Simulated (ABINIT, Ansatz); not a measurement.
## How the form of the self-energy moves the gap of YHSe (P-6m2)

Wanted: the gap of YHSe (P-6m2) under several approximations, with cost.

Program: ABINIT 10.8.3. Level of theory: LDA and many-body steps on it, plane waves. Results are calculated unless marked as measured.

### Step 1. Set-up

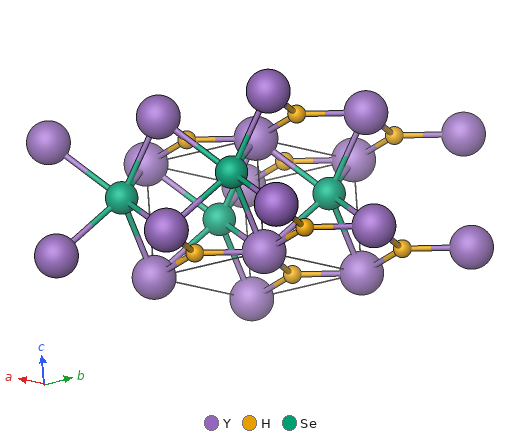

The cell as given, from a free direction (yttrium purple, hydrogen orange, selenium teal). 2×2×1 cells are drawn. Some periodic images of atoms are drawn too.

The cell and positions are those that the Materials Project relaxed with its own functionals (PBE, PBE+U or r2SCAN), kept fixed.

### Step 2. Empty states on the mesh, 3×3×4 mesh, 103 bands

This step: ABINIT 10.8.3; DFT, LDA, plane waves, norm-conserving pseudopotentials.

The sums over transitions need many empty states on a uniform mesh; this step solves for them.

The input, run.abi:

```
acell 3*1.0 Angstrom
rprim 
  3.840931335803 -0.000000000001 0.000000000000
  -1.920465667901 3.326344110998 0.000000000000
  0.000000000000 0.000000000000 3.915549560000
ntypat 3
znucl 39 1 34
natom 3
typat 1 2 3
xred 
  0.000000000000 0.000000000000 0.000000000000
  0.333333333333 0.666666666667 0.000000000000
  0.666666666667 0.333333333333 0.500000000000
pp_dirpath "pseudos"
pseudos "Y.upf, H.upf, Se.upf"
ecut 39
ngkpt 3 3 4
nshiftk 1
shiftk 0 0 0
kptopt 1
chksymbreak 0
iscf -2
irdden 1
istwfk *1
nband 103
nbdbuf 8
tolwfr 1e-09
nstep 60
prtvol 0
indata_prefix "in"
outdata_prefix "out"
tmpdata_prefix "tmp"
```

Started as:

```
> OMP_NUM_THREADS=1 mpirun -n 4 abinit run.abi > log
```

Numbers of over 12 decimals in the logs are rounded to 6 here.

The log of the run:

```text
.Version 10.8.3 of ABINIT. v10.8.2 released Aug 2026.

 Symmetries : space group P-6 m 2 (#187); Bravais hP (primitive hexag.)
[... echo of the input left out ...]
== DATASET  1 ==================================================================
-   mpi_nproc: 4, omp_nthreads: 1 (-1 if OMP is not activated)

--- !DatasetInfo
iteration_state: {dtset: 1, }
dimensions: {natom: 3, nkpt: 9, mband: 103, nsppol: 1, nspinor: 1, nspden: 1, mpw: 3939, }
cutoff_energies: {ecut:  39.0, pawecutdg:  -1.0, }
[...]
2.51356    2.54078    2.56138    2.56138    2.56932    2.56932    2.62707    2.71969
   2.77641    2.78610    2.82630    2.82630    2.87240    2.87240    2.89596    2.97653
   2.97807    2.97807    3.02377    3.03237    3.03252    3.03910    3.03968
 prteigrs : prtvol=0 or 1, do not print more k-points.

== END DATASET(S) ==============================================================
================================================================================

 -outvars: echo values of variables after computation  --------
            nband         103
             nkpt           9
          spgroup         187
 [... the other variables as echoed above ...]

 Calculation completed.
```

Elapsed: 50 s, on 4 MPI ranks of Arm Neoverse V1, shared host; peak memory 0.32 GiB.

Numbers from this step:

```
gap                                                           : 1.365 eV
k of the valence top                                          : 0, 0, 0.5
k of the conduction bottom                                    : 0, 0, 0
least direct gap                                              : 1.739 eV
k points computed                                             : 9
lowest point of the top converged band, above the valence top : 67.2625 eV
```

On this mesh the gap is 1.365 eV.

The density comes from a self-consistent run that is not shown.

### Step 3. Screening, 3×3×4 mesh, 47 bands, screening to 114.3 eV

The RPA dielectric matrix is built and inverted for each q.

This step: RPA screening on LDA, plane waves, norm-conserving pseudopotentials.

run.abi: that of step 2 with these lines changed.

```diff
@@ -21,10 +21,11 @@
 chksymbreak 0
-iscf -2
-irdden 1
 istwfk *1
-nband 103
-nbdbuf 8
-tolwfr 1e-09
-nstep 60
-prtvol 0
+occopt 1
+irdwfk 1
+optdriver 3
+nband 47
+ecuteps 4.2
+inclvkb 2
+awtr 1
+symchi 1
 indata_prefix "in"
```

The log of the run:

```text
.Version 10.8.3 of ABINIT. v10.8.2 released Aug 2026.

 Symmetries : space group P-6 m 2 (#187); Bravais hP (primitive hexag.)
[... echo of the input left out ...]
== DATASET  1 ==================================================================
-   mpi_nproc: 4, omp_nthreads: 1 (-1 if OMP is not activated)

--- !DatasetInfo
iteration_state: {dtset: 1, }
dimensions: {natom: 3, nkpt: 9, mband: 47, nsppol: 1, nspinor: 1, nspden: 1, mpw: 3939, }
cutoff_energies: {ecut:  39.0, pawecutdg:  -1.0, }
electrons: {nelect:   2.80000000E+01, charge:   0.00000000E+00, occopt:   1.00000000E+00, tsmear:   1.00000000E-02, }

 SCREENING: Calculation of the susceptibility and dielectric matrices

 Based on a program developped by R.W. Godby, V. Olevano, G. Onida, and L. Reining.
 Incorporated in ABINIT by V. Olevano, G.-M. Rignanese, and M. Torrent.
.Using double precision arithmetic ; gwpc =  8

[... cell and pseudopotentials left out ...]
--------------------------------------------------------------------------------

 ==== K-mesh for the wavefunctions ====
 Number of points in the irreducible wedge :     9
[... list of points left out ...]
 Together with 12 symmetry operations and time-reversal symmetry
 yields    36 points in the full Brillouin Zone.

 ==== Q-mesh for the screening function ====
 Number of points in the irreducible wedge :     9
[... list of points left out ...]
 Together with 12 symmetry operations and time-reversal symmetry
 yields    36 points in the full Brillouin Zone.

 setmesh: FFT mesh size selected  =    24x   24x   27
          total number of points  =        15552

 vcoul_init : cutoff-mode = AUXILIARY_FUNCTION
 q-points for optical limit:   1
     1)      0.000010    0.000020    0.000030

- screening: taking advantage of time-reversal symmetry
- Maximum band index for partially occupied states nbvw = 14
- Remaining bands to be divided among processors   nbcw = 33
- Number of bands treated by each node ~8

 Number of electrons calculated from density =   28.0000; Expected =   28.0000
 average of density, n =  0.082940
 r_s =    1.4225
 omega_plasma =   27.7804 [eV]

 calculating chi0 at frequencies [eV] :
  1    0.000000E+00    0.000000E+00
  2    0.000000E+00    2.778037E+01

--------------------------------------------------------------------------------
  q-point number  1        q = ( 0.000000, 0.000000, 0.000000) [r.l.u.]
--------------------------------------------------------------------------------
[... chi0 elements left out ...]
 For q-point:  0.000010 0.000020 0.000030
  dielectric constant =  11.4394
  dielectric constant without local fields =  12.6372

  Average fulfillment of the sum rule on Im[epsilon] for q-point    1 :     43.40  [%]
[... wings left out ...]
  q-point number  2        q = ( 0.333333, 0.000000, 0.000000) [r.l.u.]
--------------------------------------------------------------------------------
[... chi0 elements left out ...]
  Average fulfillment of the sum rule on Im[epsilon] for q-point    2 :     54.78  [%]

 [... 7 further q-points ...]
```

Wall time 11 s (4 MPI ranks); peak memory 0.54 GiB; 42 s of CPU time.

Numbers from this step:

```
ε∞ with local fields, on this mesh, along the program's q direction : 11.44
the same without local fields                                       : 12.64
plasma frequency                                                    : 27.78 eV
plane waves in the screening matrix                                 : 145
```

Local fields lower ε∞ by 9 %. On a Γ-centred mesh this coarse the value itself is usually too large, while a short band sum pulls it down.

### Step 4. G0W0, Godby-Needs plasmon pole

The self-energy is evaluated for the states that the input lists, and the levels follow from it, in one-shot runs by the linearised quasiparticle equation.

This step: G0W0 on LDA, plane waves, norm-conserving pseudopotentials.

run.abi: that of step 3 with these lines changed.

```diff
@@ -24,8 +24,17 @@
 irdwfk 1
-optdriver 3
+optdriver 4
 nband 47
+gwcalctyp 0
+ecutsigx 39
+symsigma 1
+nkptgw 2
+kptgw 
+  0.0000000000 0.0000000000 0.5000000000
+  0.0000000000 0.0000000000 0.0000000000
+bdgw 
+  12 16
+  13 17
 ecuteps 4.2
-inclvkb 2
-awtr 1
-symchi 1
+irdscr 1
+ppmodel 1
 indata_prefix "in"
```

The log of the run:

```text
.Version 10.8.3 of ABINIT. v10.8.2 released Aug 2026.

 Symmetries : space group P-6 m 2 (#187); Bravais hP (primitive hexag.)
[... echo of the input left out ...]
== DATASET  1 ==================================================================
-   mpi_nproc: 4, omp_nthreads: 1 (-1 if OMP is not activated)

--- !DatasetInfo
iteration_state: {dtset: 1, }
dimensions: {natom: 3, nkpt: 9, mband: 47, nsppol: 1, nspinor: 1, nspden: 1, mpw: 3939, }
cutoff_energies: {ecut:  39.0, pawecutdg:  -1.0, }
electrons: {nelect:   2.80000000E+01, charge:   0.00000000E+00, occopt:   1.00000000E+00, tsmear:   1.00000000E-02, }

 SIGMA: Calculation of the GW corrections

 Based on a program developped by R.W. Godby, V. Olevano, G. Onida, and L. Reining.
 Incorporated in ABINIT by V. Olevano, G.-M. Rignanese, and M. Torrent.
.Using double precision arithmetic ; gwpc =  8

[... cell and pseudopotentials left out ...]
--------------------------------------------------------------------------------

 ==== K-mesh for the wavefunctions ====
 Number of points in the irreducible wedge :     9
[... list of points left out ...]
 Together with 12 symmetry operations and time-reversal symmetry
 yields    36 points in the full Brillouin Zone.

 ==== Q-mesh for screening function ====
 Number of points in the irreducible wedge :     9
[... list of points left out ...]
 Together with 12 symmetry operations and time-reversal symmetry
 yields    36 points in the full Brillouin Zone.

 vcoul_init : cutoff-mode = AUXILIARY_FUNCTION
 q-points for optical limit:   1
     1)      0.000010    0.000020    0.000030
 setmesh: FFT mesh size selected  =    36x   36x   45
          total number of points  =        58320

 Number of electrons calculated from density =   28.0000; Expected =   28.0000
 average of density, n =  0.082940
 r_s =    1.4225
 omega_plasma =   27.7804 [eV]

 === KS Band Gaps ===
  >>>> For spin  1
   Minimum direct gap =   1.7387 [eV], located at k-point      :   0.0000  0.0000  0.5000
   Fundamental gap    =   1.3651 [eV], Top of valence bands at :   0.0000  0.0000  0.5000
                                       Bottom of conduction at :   0.0000  0.0000  0.0000
 SIGMA fundamental parameters:
 PLASMON POLE MODEL  1
 number of plane-waves for SigmaX                 3927
 number of plane-waves for SigmaC and W            145
 number of plane-waves for wavefunctions          3927
 number of bands                                    47
 number of independent spin polarizations            1
 number of spinorial components                      1
 number of k-points in IBZ                           9
 number of q-points in IBZ                           9
 number of symmetry operations                      12
 number of k-points in BZ                           36
 number of q-points in BZ                           36
 number of frequencies for dSigma/dE                 9
 frequency step for dSigma/dE [eV]                0.25
 number of omega for Sigma on real axis              0
 max omega for Sigma on real axis  [eV]           0.00
 zcut for avoiding poles [eV]                     0.10

 EPSILON^-1 parameters (SCR file):
 dimension of the eps^-1 matrix on file            145
 dimension of the eps^-1 matrix used               145
 number of plane-waves for wavefunctions          3927
 number of bands                                    47
 number of q-points in IBZ                           9
 number of frequencies                               2
 number of real frequencies                          1
 number of imag frequencies                          1

 matrix elements of self-energy operator (all in [eV])

 Perturbative Calculation

--- !SelfEnergy_ee
iteration_state: {dtset: 1, }
kpoint     : [   0.000,    0.000,    0.500, ]
spin       : 1
KS_gap     :    1.739
QP_gap     :    3.274
Delta_QP_KS:    1.535
data: !SigmaeeData |
     Band     E0 <VxcDFT>   SigX SigC(E0)      Z dSigC/dE  Sig(E)    E-E0       E
       12   5.620 -13.935 -16.856   2.404   0.800  -0.250 -14.348  -0.413   5.207
       13   5.620 -13.935 -16.856   2.404   0.800  -0.250 -14.348  -0.413   5.207
       14   6.764 -13.307 -15.813   2.138   0.801  -0.249 -13.602  -0.295   6.469
       15   8.503 -12.347  -7.138  -3.683   0.813  -0.231 -11.107   1.240   9.743
       16   8.503 -12.347  -7.138  -3.683   0.813  -0.231 -11.107   1.240   9.743

--- !SelfEnergy_ee
iteration_state: {dtset: 1, }
kpoint     : [   0.000,    0.000,    0.000, ]
spin       : 1
KS_gap     :    2.927
QP_gap     :    4.180
Delta_QP_KS:    1.252
data: !SigmaeeData |
     Band     E0 <VxcDFT>   SigX SigC(E0)      Z dSigC/dE  Sig(E)    E-E0       E
       13   5.202 -13.422 -16.191   2.354   0.799  -0.252 -13.754  -0.332   4.870
       14   5.202 -13.422 -16.191   2.354   0.799  -0.252 -13.754  -0.332   4.870
       15   8.129 -11.520  -6.731  -3.661   0.816  -0.225 -10.600   0.920   9.050
       16  10.502 -13.530  -8.376  -3.846   0.804  -0.244 -12.479   1.051  11.554
       17  10.502 -13.530  -8.376  -3.846   0.804  -0.244 -12.479   1.051  11.554

== END DATASET(S) ==============================================================
================================================================================

 -outvars: echo values of variables after computation  --------
           etotal      0.0000000000E+00
            nband          47
             nkpt           9
          spgroup         187
 [... the other variables as echoed above ...]

 Calculation completed.
```

It took 4.7 s on 4 MPI ranks; peak memory 0.53 GiB; 18 s of CPU time.

This step gave:

* G0W0 gap on the points computed: 2.581 eV
* starting gap on the mesh: 1.365 eV
* k of the valence top: 0, 0, 0.5
* k of the conduction bottom: 0, 0, 0
* Z at the valence top: 0.801
* Z at the conduction bottom: 0.816
* least direct G0W0 gap on the computed points: 3.274 eV

The gap on the mesh goes from 1.36 eV to 2.58 eV, a correction of +1.22 eV.

### Step 5. G0W0, Hybertsen-Louie plasmon pole

run.abi: that of step 4 with these lines changed.

```diff
@@ -38,3 +38,3 @@
 irdscr 1
-ppmodel 1
+ppmodel 2
 indata_prefix "in"
```

The log of the run:

```text
.Version 10.8.3 of ABINIT. v10.8.2 released Aug 2026.

 Symmetries : space group P-6 m 2 (#187); Bravais hP (primitive hexag.)
[... echo of the input left out ...]
== DATASET  1 ==================================================================
-   mpi_nproc: 4, omp_nthreads: 1 (-1 if OMP is not activated)

--- !DatasetInfo
iteration_state: {dtset: 1, }
dimensions: {natom: 3, nkpt: 9, mband: 47, nsppol: 1, nspinor: 1, nspden: 1, mpw: 3939, }
cutoff_energies: {ecut:  39.0, pawecutdg:  -1.0, }
electrons: {nelect:   2.80000000E+01, charge:   0.00000000E+00, occopt:   1.00000000E+00, tsmear:   1.00000000E-02, }

 SIGMA: Calculation of the GW corrections

 Based on a program developped by R.W. Godby, V. Olevano, G. Onida, and L. Reining.
 Incorporated in ABINIT by V. Olevano, G.-M. Rignanese, and M. Torrent.
.Using double precision arithmetic ; gwpc =  8

[... cell and pseudopotentials left out ...]
--------------------------------------------------------------------------------

 ==== K-mesh for the wavefunctions ====
 Number of points in the irreducible wedge :     9
[... list of points left out ...]
 Together with 12 symmetry operations and time-reversal symmetry
 yields    36 points in the full Brillouin Zone.

 ==== Q-mesh for screening function ====
 Number of points in the irreducible wedge :     9
[... list of points left out ...]
 Together with 12 symmetry operations and time-reversal symmetry
 yields    36 points in the full Brillouin Zone.

 vcoul_init : cutoff-mode = AUXILIARY_FUNCTION
 q-points for optical limit:   1
     1)      0.000010    0.000020    0.000030
 setmesh: FFT mesh size selected  =    36x   36x   45
          total number of points  =        58320

 Number of electrons calculated from density =   28.0000; Expected =   28.0000
[...]
number of omega for Sigma on real axis              0
 max omega for Sigma on real axis  [eV]           0.00
 zcut for avoiding poles [eV]                     0.10

 EPSILON^-1 parameters (SCR file):
 dimension of the eps^-1 matrix on file            145
 dimension of the eps^-1 matrix used               145
 number of plane-waves for wavefunctions          3927
 number of bands                                    47
 number of q-points in IBZ                           9
 number of frequencies                               2
 number of real frequencies                          1
 number of imag frequencies                          1

 matrix elements of self-energy operator (all in [eV])

 Perturbative Calculation

--- !SelfEnergy_ee
iteration_state: {dtset: 1, }
kpoint     : [   0.000,    0.000,    0.500, ]
spin       : 1
KS_gap     :    1.739
QP_gap     :    3.274
Delta_QP_KS:    1.536
data: !SigmaeeData |
     Band     E0 <VxcDFT>   SigX SigC(E0)      Z dSigC/dE  Sig(E)    E-E0       E
       12   5.620 -13.935 -16.856   2.279   0.854  -0.171 -14.483  -0.549   5.072
       13   5.620 -13.935 -16.856   2.279   0.854  -0.171 -14.483  -0.549   5.072
       14   6.764 -13.307 -15.813   2.051   0.857  -0.167 -13.697  -0.390   6.374
[...]
--- !SelfEnergy_ee
iteration_state: {dtset: 1, }
kpoint     : [   0.000,    0.000,    0.000, ]
spin       : 1
KS_gap     :    2.927
QP_gap     :    4.177
Delta_QP_KS:    1.249
data: !SigmaeeData |
     Band     E0 <VxcDFT>   SigX SigC(E0)      Z dSigC/dE  Sig(E)    E-E0       E
[...]
16  10.502 -13.530  -8.376  -3.922   0.857  -0.167 -12.474   1.056  11.559
       17  10.502 -13.530  -8.376  -3.922   0.857  -0.167 -12.474   1.056  11.559

== END DATASET(S) ==============================================================
================================================================================

 -outvars: echo values of variables after computation  --------
           etotal      0.0000000000E+00
            nband          47
             nkpt           9
          spgroup         187
 [... the other variables as echoed above ...]

 Calculation completed.
```

Elapsed: 4.7 s, on 4 MPI ranks; peak memory 0.52 GiB.

Numbers from this step:

| Item | Value |
| --- | --- |
| G0W0 gap on the points computed | 2.505 eV |
| starting gap on the mesh | 1.365 eV |
| k of the valence top | 0, 0, 0.5 |
| k of the conduction bottom | 0, 0, 0 |
| Z at the valence top | 0.857 |
| Z at the conduction bottom | 0.862 |
| least direct G0W0 gap on the computed points | 3.274 eV |

Against G0W0 in ABINIT (3×3×4 mesh, 47 bands, screening to 114.3 eV, Godby-Needs plasmon pole), the gap moves by −0.076 eV.

### Step 6. G0W0, von der Linden-Horsch plasmon pole

run.abi: that of step 5 with these lines changed.

```diff
@@ -38,3 +38,3 @@
 irdscr 1
-ppmodel 2
+ppmodel 3
 indata_prefix "in"
```

The log of the run:

```text
.Version 10.8.3 of ABINIT. v10.8.2 released Aug 2026.

 Symmetries : space group P-6 m 2 (#187); Bravais hP (primitive hexag.)
[... echo of the input left out ...]
== DATASET  1 ==================================================================
-   mpi_nproc: 4, omp_nthreads: 1 (-1 if OMP is not activated)

--- !DatasetInfo
iteration_state: {dtset: 1, }
dimensions: {natom: 3, nkpt: 9, mband: 47, nsppol: 1, nspinor: 1, nspden: 1, mpw: 3939, }
cutoff_energies: {ecut:  39.0, pawecutdg:  -1.0, }
[...]
Band     E0 <VxcDFT>   SigX SigC(E0)      Z dSigC/dE  Sig(E)    E-E0       E
[...]
16  10.502 -13.530  -8.376  -3.941   0.861  -0.162 -12.486   1.045  11.547
       17  10.502 -13.530  -8.376  -3.941   0.861  -0.162 -12.486   1.045  11.547

== END DATASET(S) ==============================================================
================================================================================

 -outvars: echo values of variables after computation  --------
           etotal      0.0000000000E+00
            nband          47
             nkpt           9
          spgroup         187
 [... the other variables as echoed above ...]

 Calculation completed.
```

Wall time 4 s (4 MPI ranks); peak memory 0.53 GiB.

Numbers from this step:

- G0W0 gap on the points computed: 2.611 eV
- starting gap on the mesh: 1.365 eV
- k of the valence top: 0, 0, 0.5
- k of the conduction bottom: 0, 0, 0
- least direct G0W0 gap on the computed points: 3.365 eV

Against G0W0 in ABINIT (3×3×4 mesh, 47 bands, screening to 114.3 eV, Godby-Needs plasmon pole), the gap moves by +0.030 eV.

[end of part 1 of 2]

[Paths, hosts, dates, memory and timing lines, banners, echoed tables and standing remarks are left out of the program output.]

[Logs are printed without paths, hosts, clocks, repeated set-up lines and the standing remarks that a program may print on its own settings, such as how far it seeks lower states.]

[Runs of the session that timed out or met a known fault of the program may be left out.]

[Hosts, paths, dates, database ids (printed as entryN), source tags and the programs' standing remarks are cut or masked in the printed files.]

[G0W0 gaps are taken among the corrected bands and points alone; a level outside them can change the order at an edge.]

[Where Ansatz stands beside ABINIT at settings called matched, ABINIT's density can come from a denser mesh and the files from another edition; pairs whose starting gaps differed by over 0.03 eV were left out, so agreement reads better than it is.]
